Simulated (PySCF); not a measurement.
CH₈Ge₂O: geometry relaxation

The run: geometry relaxation of CH₈Ge₂O. Method and program: PBE0-D3(BJ)/def2-SVP geometry optimisation, gas phase (PySCF 2.14.0).

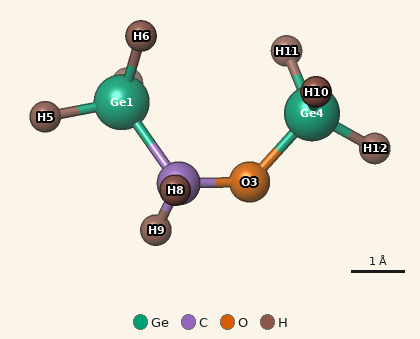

**Figure 1.** The starting structure (ball-and-stick view, seen at a tilt; atoms are numbered from 1 in the order of the input). Sticks mark near contacts.

Input file:
```
{"job": {"xc": "PBE0", "basis": "def2-SVP", "d3": "d3bj", "grid": 1, "shake": 0.01, "kind": "geom"}, "charge": 0, "multiplicity": 1}
Ge    -1.702930     0.098890     0.059820
C     -0.248940    -1.141150     0.443550
O      0.992830    -0.847590    -0.127370
Ge     1.873810     0.688250    -0.147510
H     -3.003410    -0.466030     0.560560
H     -1.520990     1.447950     0.737360
H     -1.873520     0.391640    -1.406450
H     -0.139510    -1.217450     1.532550
H     -0.529520    -2.124780     0.096020
H      2.053960     1.187420     1.268680
H      1.035590     1.690830    -0.919800
H      3.102340     0.263730    -0.812310
```

The first line tells a small driver script what to run in PySCF; the rest is the geometry in Å.

Run as:
```bash
OMP_NUM_THREADS=1 python <driver script> task.json out
```

Log:
```
step   0  E = -4270.85601920  max force = 0.025515
step   1  E = -4270.86178882  max force = 0.006843
step   2  E = -4270.86243756  max force = 0.001845
step   3  E = -4270.86257621  max force = 0.001718
step   4  E = -4270.86276820  max force = 0.001723
step   5  E = -4270.86293779  max force = 0.001675
step   6  E = -4270.86292375  max force = 0.003082
step   7  E = -4270.86315824  max force = 0.001132
step   8  E = -4270.86319678  max force = 0.000819
step   9  E = -4270.86325678  max force = 0.000616
step  10  E = -4270.86326667  max force = 0.000542
step  11  E = -4270.86328242  max force = 0.000775
step  12  E = -4270.86329971  max force = 0.000842
step  13  E = -4270.86332426  max force = 0.000613
step  14  E = -4270.86332587  max force = 0.000332
optimisation converged
```

Trajectory as extended XYZ (Å, eV, eV/Å), 15 frames, from step=0 to step=14:
```
12
Properties=species:S:1:pos:R:3:forces:R:3 step=0 energy=-116215.91177
Ge   -1.7029    0.0989    0.0598   -0.0575   0.2247   0.0519
C    -0.2489   -1.1412    0.4435    0.8190   0.5710   0.1943
O     0.9928   -0.8476   -0.1274   -0.0751  -0.3817  -0.2960
Ge    1.8738    0.6883   -0.1475   -1.1783   0.0029   0.4481
H    -3.0034   -0.4660    0.5606   -0.5767  -0.3538   0.2909
H    -1.5210    1.4480    0.7374    0.1952   0.3220   0.2588
H    -1.8735    0.3916   -1.4064    0.0450   0.0147  -0.6906
H    -0.1395   -1.2174    1.5326   -0.1911  -0.0416   0.4191
H    -0.5295   -2.1248    0.0960   -0.3408  -0.7095  -0.2467
H     2.0540    1.1874    1.2687    0.1718   0.1887   0.5192
H     1.0356    1.6908   -0.9198   -0.1237   0.3534  -0.2909
H     3.1023    0.2637   -0.8123    1.3121  -0.1908  -0.6579
12
Properties=species:S:1:pos:R:3:forces:R:3 step=1 energy=-116216.06877
Ge   -1.7688   -0.0556   -0.0804   -0.0965   0.0655  -0.0184
C    -0.2774   -1.3013    0.3281   -0.1891  -0.2214  -0.0620
O     0.9279   -1.0639   -0.3366    0.1703   0.2185  -0.0326
Ge    1.8403    0.4789   -0.2879    0.2176  -0.1157  -0.1007
H    -3.0940   -0.6522    0.4642    0.1579   0.0675  -0.0515
H    -1.5231    1.3125    0.6082   -0.0280  -0.0985  -0.0647
H    -1.8955    0.1820   -1.6056    0.0168  -0.0487   0.1492
H    -0.1596   -1.3314    1.4307    0.0440   0.0363  -0.0161
H    -0.6205   -2.3147    0.0314    0.0442   0.1872   0.0792
H     2.0546    0.9350    1.1828   -0.0499  -0.0917  -0.1787
H     1.0626    1.5621   -1.0802    0.0644  -0.1083   0.0983
H     3.1822    0.1201   -0.9909   -0.3519   0.1092   0.1981
12
Properties=species:S:1:pos:R:3:forces:R:3 step=2 energy=-116216.08643
Ge   -1.7668   -0.0555   -0.0930    0.0025   0.0226  -0.0048
C    -0.2737   -1.2929    0.3200   -0.0572  -0.0237   0.0612
O     0.9257   -1.0599   -0.3592    0.0225  -0.0037  -0.0949
Ge    1.8377    0.4720   -0.2800    0.0530  -0.0316  -0.0110
H    -3.0726   -0.6335    0.4861   -0.0004  -0.0041   0.0124
H    -1.5140    1.3260    0.5473   -0.0050   0.0025  -0.0057
H    -1.9157    0.1323   -1.6134    0.0023  -0.0151  -0.0089
H    -0.1350   -1.2975    1.4202   -0.0044   0.0114   0.0068
H    -0.6209   -2.3065    0.0524    0.0300   0.0180   0.0046
H     2.0619    0.8637    1.1944   -0.0085  -0.0057   0.0213
H     1.0489    1.5749   -1.0122   -0.0073   0.0134   0.0016
H     3.1533    0.1483   -0.9990   -0.0274   0.0161   0.0172
12
Properties=species:S:1:pos:R:3:forces:R:3 step=3 energy=-116216.09020
Ge   -1.7771   -0.0588   -0.1049    0.0214   0.0048  -0.0124
C    -0.2730   -1.2800    0.3170    0.0105   0.0259   0.0688
O     0.9187   -1.0521   -0.3807   -0.0348  -0.0282  -0.0883
Ge    1.8467    0.4670   -0.2721   -0.0143   0.0108   0.0490
H    -3.0691   -0.6312    0.5073   -0.0185  -0.0092   0.0165
H    -1.5276    1.3404    0.4940   -0.0018   0.0116   0.0003
H    -1.9453    0.0831   -1.6275   -0.0020  -0.0064  -0.0194
H    -0.1207   -1.2636    1.4154   -0.0121   0.0060   0.0031
H    -0.6160   -2.2987    0.0713    0.0089  -0.0290  -0.0055
H     2.0942    0.8009    1.2124    0.0004   0.0066   0.0269
H     1.0538    1.6018   -0.9482   -0.0057   0.0166  -0.0085
H     3.1442    0.1624   -1.0203    0.0481  -0.0095  -0.0303
12
Properties=species:S:1:pos:R:3:forces:R:3 step=4 energy=-116216.09542
Ge   -1.8065   -0.0703   -0.1310    0.0253  -0.0249  -0.0166
C    -0.2729   -1.2465    0.3112    0.0779   0.0384   0.0335
O     0.8976   -1.0260   -0.4286   -0.0858   0.0004  -0.0531
Ge    1.8713    0.4582   -0.2522   -0.0394   0.0279   0.0886
H    -3.0673   -0.6333    0.5519   -0.0239  -0.0038   0.0093
H    -1.5739    1.3658    0.3782    0.0061   0.0159   0.0009
H    -2.0166   -0.0270   -1.6543   -0.0064   0.0020  -0.0146
H    -0.0935   -1.1848    1.4041   -0.0146  -0.0010  -0.0005
H    -0.6019   -2.2789    0.1119   -0.0144  -0.0536   0.0031
H     2.1732    0.6675    1.2459    0.0070   0.0118   0.0136
H     1.0860    1.6623   -0.8068   -0.0019   0.0096  -0.0155
H     3.1332    0.1843   -1.0666    0.0701  -0.0227  -0.0487
12
Properties=species:S:1:pos:R:3:forces:R:3 step=5 energy=-116216.10004
Ge   -1.8421   -0.0878   -0.1565    0.0143  -0.0325  -0.0058
C    -0.2733   -1.2082    0.3045    0.0736   0.0020  -0.0063
O     0.8708   -0.9856   -0.4775   -0.0861   0.0483  -0.0132
Ge    1.9001    0.4520   -0.2297   -0.0163   0.0090   0.0600
H    -3.0711   -0.6390    0.5939   -0.0158   0.0052  -0.0022
H    -1.6327    1.3807    0.2622    0.0160   0.0105  -0.0041
H    -2.0923   -0.1413   -1.6736   -0.0074   0.0026  -0.0055
H    -0.0694   -1.1015    1.3895   -0.0124  -0.0027  -0.0007
H    -0.5823   -2.2553    0.1517   -0.0102  -0.0371   0.0133
H     2.2516    0.5365    1.2707    0.0073   0.0078  -0.0011
H     1.1411    1.7206   -0.6666   -0.0008   0.0021  -0.0082
H     3.1282    0.2004   -1.1049    0.0379  -0.0153  -0.0263
12
Properties=species:S:1:pos:R:3:forces:R:3 step=6 energy=-116216.09966
Ge   -1.9613   -0.1528   -0.2204   -0.0043  -0.0291   0.0332
C    -0.2791   -1.0650    0.2837   -0.0187  -0.1096  -0.0784
O     0.7740   -0.8018   -0.6103    0.0192   0.1585   0.1110
Ge    1.9964    0.4279   -0.1684    0.0332  -0.0542  -0.0473
H    -3.0948   -0.6598    0.6989   -0.0006   0.0177  -0.0267
H    -1.8566    1.3776   -0.0688    0.0511  -0.0001  -0.0094
H    -2.2920   -0.4891   -1.6849   -0.0153   0.0043   0.0082
H    -0.0242   -0.8295    1.3370   -0.0277   0.0044  -0.0146
H    -0.4915   -2.1484    0.2566   -0.0040  -0.0077   0.0318
H     2.4699    0.1075    1.2662    0.0108   0.0194  -0.0248
H     1.3776    1.8401   -0.2159   -0.0192  -0.0125  -0.0044
H     3.1105    0.2647   -1.2100   -0.0246   0.0090   0.0215
12
Properties=species:S:1:pos:R:3:forces:R:3 step=7 energy=-116216.10604
Ge   -1.9011   -0.1257   -0.1960   -0.0112  -0.0114   0.0057
C    -0.2775   -1.1460    0.2954    0.0066  -0.0400  -0.0283
O     0.8194   -0.8954   -0.5453   -0.0225   0.0582   0.0469
Ge    1.9470    0.4458   -0.1915    0.0038  -0.0141  -0.0192
H    -3.0888   -0.6390    0.6458   -0.0026   0.0154  -0.0107
H    -1.7202    1.3813    0.0765    0.0212  -0.0046  -0.0100
H    -2.2011   -0.3279   -1.6918   -0.0056  -0.0004   0.0076
H    -0.0478   -0.9678    1.3653   -0.0050  -0.0035   0.0037
H    -0.5386   -2.2159    0.2138    0.0273   0.0075  -0.0001
H     2.3824    0.3245    1.2846    0.0019   0.0026  -0.0112
H     1.2439    1.7985   -0.4258    0.0013  -0.0087   0.0011
H     3.1112    0.2391   -1.1672   -0.0151  -0.0011   0.0145
12
Properties=species:S:1:pos:R:3:forces:R:3 step=8 energy=-116216.10709
Ge   -1.9030   -0.1314   -0.1999   -0.0109  -0.0080   0.0062
C    -0.2784   -1.1471    0.2971   -0.0124  -0.0347  -0.0121
O     0.8146   -0.8871   -0.5446    0.0008   0.0421   0.0295
Ge    1.9465    0.4489   -0.1874    0.0068  -0.0073  -0.0235
H    -3.0953   -0.6298    0.6444    0.0006   0.0135  -0.0065
H    -1.7104    1.3764    0.0597    0.0141  -0.0040  -0.0082
H    -2.2046   -0.3422   -1.6941   -0.0036  -0.0040   0.0053
H    -0.0505   -0.9647    1.3667   -0.0035  -0.0027   0.0039
H    -0.5300   -2.2194    0.2180    0.0195   0.0091  -0.0041
H     2.3934    0.3168    1.2841   -0.0004   0.0005  -0.0068
H     1.2436    1.8040   -0.4072    0.0027  -0.0052   0.0021
H     3.1029    0.2469   -1.1731   -0.0137   0.0006   0.0143
12
Properties=species:S:1:pos:R:3:forces:R:3 step=9 energy=-116216.10872
Ge   -1.9239   -0.1579   -0.2183    0.0014   0.0052  -0.0064
C    -0.2827   -1.1338    0.3001   -0.0274  -0.0029   0.0228
O     0.7906   -0.8384   -0.5549    0.0317  -0.0003   0.0032
Ge    1.9575    0.4577   -0.1689   -0.0017  -0.0037  -0.0174
H    -3.1175   -0.6019    0.6533    0.0063   0.0038   0.0071
H    -1.7081    1.3578   -0.0338   -0.0015  -0.0005  -0.0037
H    -2.2392   -0.4331   -1.6987   -0.0032  -0.0111   0.0007
H    -0.0574   -0.9248    1.3654   -0.0011  -0.0038  -0.0002
H    -0.4930   -2.2160    0.2408    0.0035   0.0081  -0.0175
H     2.4524    0.2430    1.2768   -0.0017  -0.0012   0.0027
H     1.2745    1.8342   -0.2958    0.0002   0.0028   0.0028
H     3.0756    0.2847   -1.2024   -0.0065   0.0035   0.0060
12
Properties=species:S:1:pos:R:3:forces:R:3 step=10 energy=-116216.10899
Ge   -1.9306   -0.1664   -0.2256    0.0020   0.0063  -0.0075
C    -0.2836   -1.1273    0.3003   -0.0180   0.0103   0.0189
O     0.7842   -0.8224   -0.5589    0.0279  -0.0111  -0.0025
Ge    1.9616    0.4603   -0.1620   -0.0025   0.0019  -0.0062
H    -3.1199   -0.5925    0.6603    0.0043   0.0012   0.0086
H    -1.7116    1.3521   -0.0713   -0.0031  -0.0004  -0.0044
H    -2.2538   -0.4705   -1.6987   -0.0033  -0.0097   0.0014
H    -0.0592   -0.9096    1.3639   -0.0027  -0.0065   0.0013
H    -0.4814   -2.2120    0.2464   -0.0019   0.0028  -0.0149
H     2.4711    0.2149    1.2738   -0.0004   0.0000   0.0020
H     1.2850    1.8428   -0.2539   -0.0008   0.0021   0.0026
H     3.0670    0.3018   -1.2107   -0.0015   0.0032   0.0007
12
Properties=species:S:1:pos:R:3:forces:R:3 step=11 energy=-116216.10942
Ge   -1.9442   -0.1860   -0.2446    0.0019   0.0033  -0.0004
C    -0.2844   -1.1122    0.2994    0.0134   0.0399  -0.0048
O     0.7739   -0.7876   -0.5665    0.0055  -0.0310  -0.0062
Ge    1.9703    0.4678   -0.1440   -0.0033   0.0122   0.0192
H    -3.1191   -0.5664    0.6805   -0.0003  -0.0038   0.0071
H    -1.7205    1.3374   -0.1685   -0.0036   0.0010  -0.0067
H    -2.2905   -0.5657   -1.6946   -0.0040  -0.0034   0.0004
H    -0.0643   -0.8770    1.3599   -0.0064  -0.0122   0.0050
H    -0.4565   -2.2014    0.2553   -0.0097  -0.0091  -0.0043
H     2.5146    0.1522    1.2652    0.0034   0.0027  -0.0005
H     1.3031    1.8581   -0.1514   -0.0046  -0.0004   0.0008
H     3.0463    0.3521   -1.2271    0.0078   0.0008  -0.0096
12
Properties=species:S:1:pos:R:3:forces:R:3 step=12 energy=-116216.10989
Ge   -1.9413   -0.1890   -0.2500    0.0019  -0.0010   0.0055
C    -0.2825   -1.1147    0.2980    0.0258   0.0433  -0.0183
O     0.7800   -0.7900   -0.5634   -0.0077  -0.0340  -0.0029
Ge    1.9675    0.4728   -0.1385   -0.0040   0.0183   0.0245
H    -3.1105   -0.5546    0.6882   -0.0032  -0.0038   0.0044
H    -1.7130    1.3345   -0.1939   -0.0032   0.0014  -0.0082
H    -2.2985   -0.5872   -1.6923   -0.0028   0.0002  -0.0004
H    -0.0661   -0.8816    1.3596   -0.0064  -0.0132   0.0063
H    -0.4550   -2.2035    0.2502   -0.0102  -0.0115   0.0024
H     2.5175    0.1567    1.2684    0.0032   0.0019  -0.0014
H     1.2889    1.8578   -0.1384   -0.0033  -0.0011  -0.0001
H     3.0419    0.3701   -1.2242    0.0100  -0.0005  -0.0118
12
Properties=species:S:1:pos:R:3:forces:R:3 step=13 energy=-116216.11056
Ge   -1.9257   -0.1897   -0.2572   -0.0012  -0.0078   0.0149
C    -0.2752   -1.1298    0.2943    0.0315   0.0250  -0.0290
O     0.8046   -0.8143   -0.5489   -0.0254  -0.0187   0.0063
Ge    1.9539    0.4861   -0.1298   -0.0008   0.0176   0.0150
H    -3.0861   -0.5332    0.7006   -0.0033  -0.0008  -0.0033
H    -1.6864    1.3325   -0.2263   -0.0016   0.0015  -0.0073
H    -2.3040   -0.6069   -1.6888    0.0006   0.0033  -0.0031
H    -0.0690   -0.9126    1.3613   -0.0027  -0.0068   0.0064
H    -0.4615   -2.2156    0.2316   -0.0043  -0.0088   0.0095
H     2.5053    0.2028    1.2836    0.0005  -0.0013  -0.0017
H     1.2351    1.8506   -0.1485    0.0014  -0.0022  -0.0016
H     3.0375    0.4015   -1.2082    0.0054  -0.0009  -0.0060
12
Properties=species:S:1:pos:R:3:forces:R:3 step=14 energy=-116216.11060
Ge   -1.9287   -0.1944   -0.2602   -0.0006  -0.0042   0.0089
C    -0.2741   -1.1257    0.2939    0.0171   0.0102  -0.0169
O     0.8033   -0.8079   -0.5510   -0.0131  -0.0070   0.0078
Ge    1.9559    0.4883   -0.1261    0.0007   0.0056   0.0041
H    -3.0866   -0.5317    0.7028   -0.0010  -0.0012  -0.0030
H    -1.6929    1.3287   -0.2452   -0.0002   0.0008  -0.0035
H    -2.3097   -0.6246   -1.6873    0.0003   0.0017  -0.0028
H    -0.0687   -0.9055    1.3606   -0.0011  -0.0017   0.0029
H    -0.4567   -2.2127    0.2352   -0.0014  -0.0026   0.0054
H     2.5148    0.1912    1.2813    0.0000  -0.0004  -0.0014
H     1.2382    1.8533   -0.1286   -0.0013  -0.0011  -0.0008
H     3.0339    0.4125   -1.2115    0.0005  -0.0001  -0.0006
```

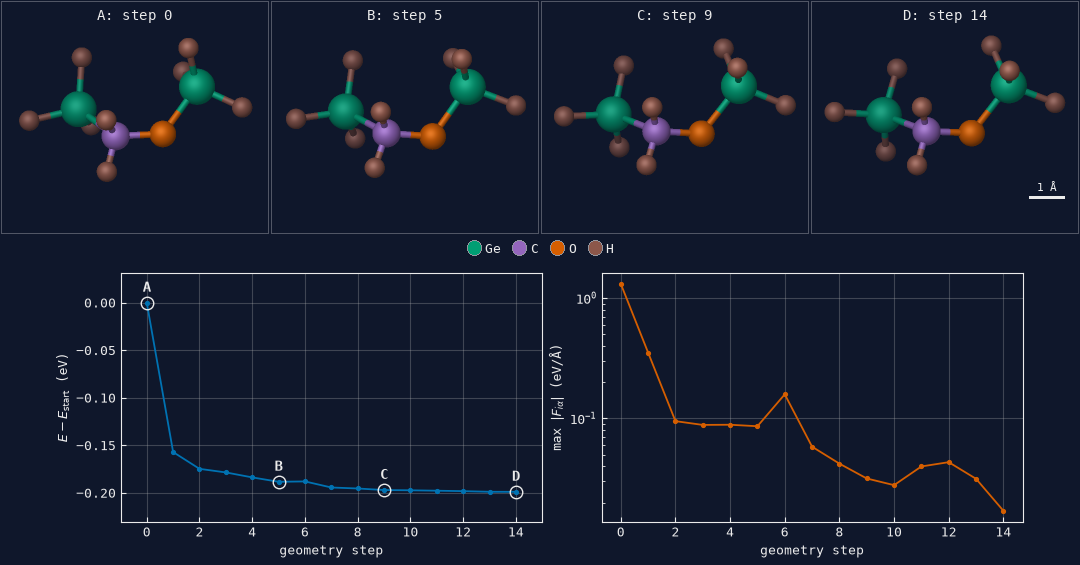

**Figure 2.** Frames of the relaxation (ball-and-stick view, seen at a tilt) above the curves, on which the letters mark them (steps are counted from 0).

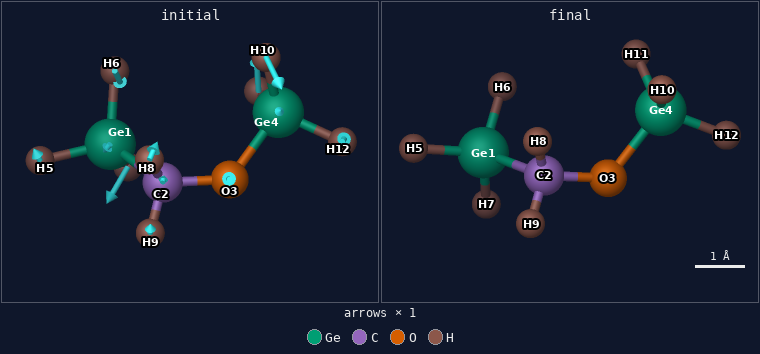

**Figure 3.** Before (left) and after (right) the relaxation, at one scale (ball-and-stick view, seen at a tilt). The teal arrows give the displacements, at true length. Over 14 geometry steps the energy falls by 0.199 eV. Largest force component: 1.3 eV/Å at the start, 0.017 eV/Å at the end. The largest move after the best rigid fit is that of H11, 1.04 Å. By element the largest moves are H 1.04 Å, O 0.42 Å, Ge 0.28 Å, C 0.19 Å. Distances before and after: Ge4–H12 1.460 → 1.532 Å, Ge1–H5 1.504 → 1.543 Å, Ge4–H10 1.512 → 1.543 Å, Ge1–C2 1.949 → 1.978 Å. Among the angles that change: C2–O3–Ge4 129.0° → 121.0°, Ge1–C2–O3 116.7° → 111.5°, O3–Ge4–H12 99.9° → 104.5°. (Atoms are counted from 1 in the order of the input.)

Results in brief:

```csv
quantity,value
outcome,converged
total energy,−4270.863326 hartree
dipole moment,1.31 D
point group,C1
hardware,"1 CPU thread, shared host"
wall time,2.1 min
peak memory,0.56 GiB
```
